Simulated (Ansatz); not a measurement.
The starting structures come from a database of crystals and need not be the phases stable at ambient conditions.

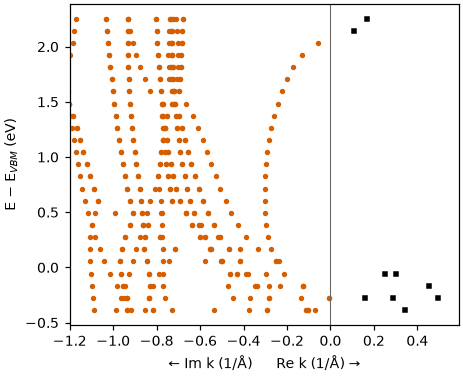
*Complex bands at the centre of the two-dimensional zone; PBEsol in Ansatz (a first-principles code)*

No gap correction and no spin-orbit coupling; mid-gap values are interpolated between computed energies.

Task: This is K$_{2}$H$_{6}$PbO$_{6}$ (R-3, not sure to be the ambient phase, 15 atoms a cell, 11.5 Å³ an atom, -3 GPa at this level) along the normal of (110). Read off the slowest decay at the centre of the two-dimensional zone at 1.04 eV, the computed energy nearest the middle of the gap.

Result: κ ≈ 0.29 1/Å, a decay length 1/(2κ) of the density of 1.7 Å.
